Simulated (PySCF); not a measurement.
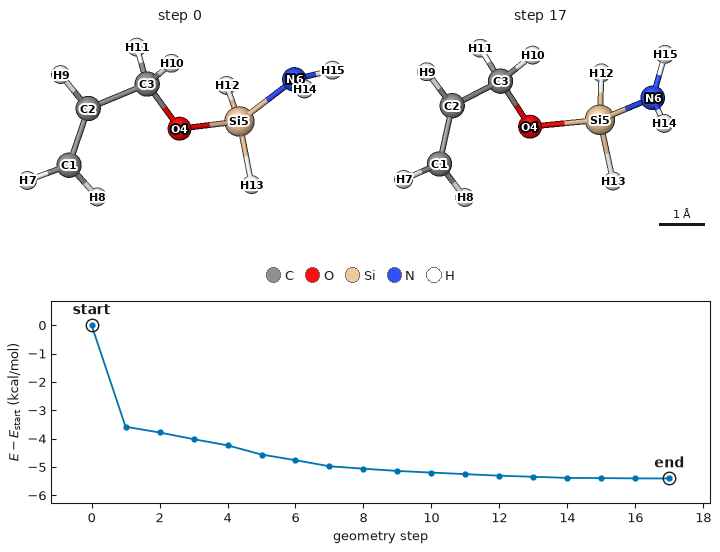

First and last geometry of a relaxation of C$_{3}$H$_{9}$NOSi, with the history of the run. The picture is a ball-and-stick view, seen at a tilt.

The start comes from GFN2-xTB. Its atoms were then displaced at random by about 0.01 Å.

Method: PBE0-D3(BJ)/def2-SVP geometry optimisation, gas phase (PySCF). 

### Read the history and describe the run.

It converged. H15 moves most after the best rigid fit: 1.11 Å. Largest moves by element: H 1.11 Å, O 0.52 Å, N 0.48 Å, C 0.40 Å, Si 0.12 Å. Some distances before and after: Si5–H13 1.448 → 1.485 Å, C3–O4 1.362 → 1.397 Å, C1–H8 1.062 → 1.093 Å, C1–H7 1.068 → 1.093 Å. Among the angles between lasting bonds that change: N6–Si5–H13 117.6° → 111.1°, Si5–N6–H15 117.8° → 122.2°, O4–Si5–N6 110.3° → 114.6°. Groups turn about C3–O4 by about 35°. The energy falls by 5.40 kcal/mol in 17 geometry steps. The run took 110 s on 1 thread of Arm Neoverse V1, with other jobs on the host.
